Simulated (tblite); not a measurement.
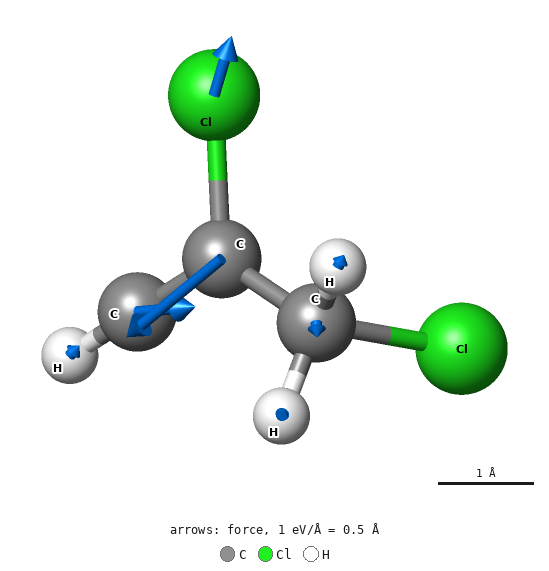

Starting geometry of C3H3Cl2 (multiplicity 2) with the computed forces as blue arrows. The picture is a ball-and-stick view, seen from a free direction.

Level of theory: tblite 0.8.0, GFN2-xTB geometry optimisation, gas phase. 

What follows when this structure is relaxed?

It isn't relaxed: the largest force vector, on a C atom, is 3.04 eV/Å. The final displacements have little in common with the starting forces (cosine between the two patterns 0.16). After 55 geometry steps the energy has fallen by 6.18 kcal/mol. An H atom moves most after the best rigid fit: 0.37 Å. By element the largest moves are H 0.37 Å, Cl 0.28 Å, C 0.24 Å. Near-neighbour distances that change, for instance: C–Cl 1.722 → 1.826 Å, C–C 1.313 → 1.276 Å, C–H 1.096 → 1.089 Å. Bond angles that change, for instance: C–C–H 179.5° → 145.4°, Cl–C–C 118.1° → 111.3°, C–C–Cl 114.1° → 119.2°.
